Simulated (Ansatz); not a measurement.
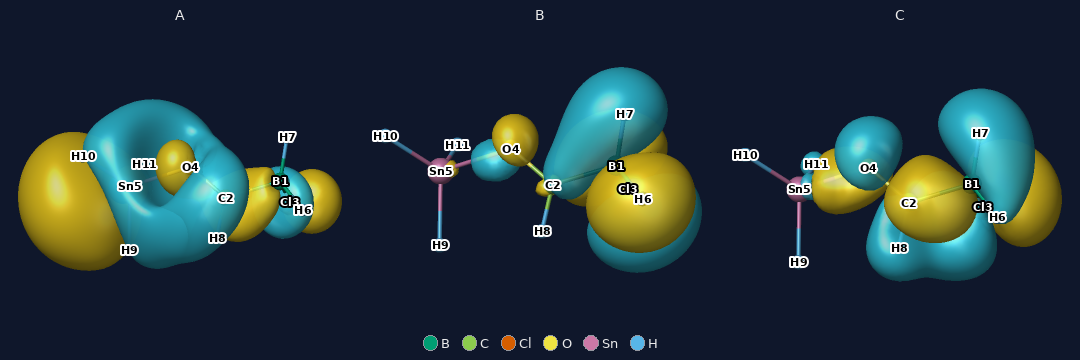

Figure. CH₆BClOSn. Three frontier orbitals at ±0.06 Å⁻³ᐟ² (yellow and cyan are the two phases), in no order.

Geometry: PBE0-D4/def2-TZVP; core potentials replace the inner electrons of Sn.

All numbers below come from RKS PBE0-D4/def2-TZVPP in Ansatz.

Input

```
crystal:
  periodic: [false, false, false]
  atoms:
    - {symbol: B, position_ang: [1.082840, -0.313436, 1.871936]}
    - {symbol: C, position_ang: [0.126703, 0.203351, 0.745376]}
    - {symbol: Cl, position_ang: [0.167266, -1.986952, 1.384124]}
    - {symbol: O, position_ang: [0.489994, 0.427747, -0.462412]}
    - {symbol: Sn, position_ang: [-0.787737, 0.418278, -2.043318]}
    - {symbol: H, position_ang: [0.767058, -0.015831, 2.990132]}
    - {symbol: H, position_ang: [2.243032, -0.382743, 1.585791]}
    - {symbol: H, position_ang: [-0.944834, 0.329830, 0.961130]}
    - {symbol: H, position_ang: [-2.302258, 0.627863, -1.302501]}
    - {symbol: H, position_ang: [-0.244607, 1.733976, -2.962194]}
    - {symbol: H, position_ang: [-0.532057, -1.099183, -2.747364]}
basis:
  gaussian: {orbitals: def2-TZVPP}
hamiltonian: {xc: pbe0, dispersion: d4}
output: {orbitals: {seedname: orbitals}}
```

Launched as:

```sh
ansatz run in.yaml --threads 4 --pin off --events-out ev --progress --plain --max-ram 10444MiB
```

Which picture is the HOMO−1, the HOMO and the LUMO?

Answer. C is the HOMO−1 (−7.87 eV). Its weight (Hirshfeld) is mainly on Cl3 (about 45 %), C2 (about 15 %), B1 (about 15 %), O4 (about 10 %) and H7 (about 10 %). B is the HOMO (−7.55 eV). Its weight (Hirshfeld) is mainly on Cl3 (about 55 %), B1 (about 15 %), H6 (about 15 %) and H7 (about 10 %). A is the LUMO (−1.67 eV). It lies mainly on Sn5 (about 50 %), C2 (about 15 %), O4 (about 10 %) and Cl3 (about 5 %).

What is the HOMO–LUMO gap?

Answer. 5.88 eV between the orbital energies.
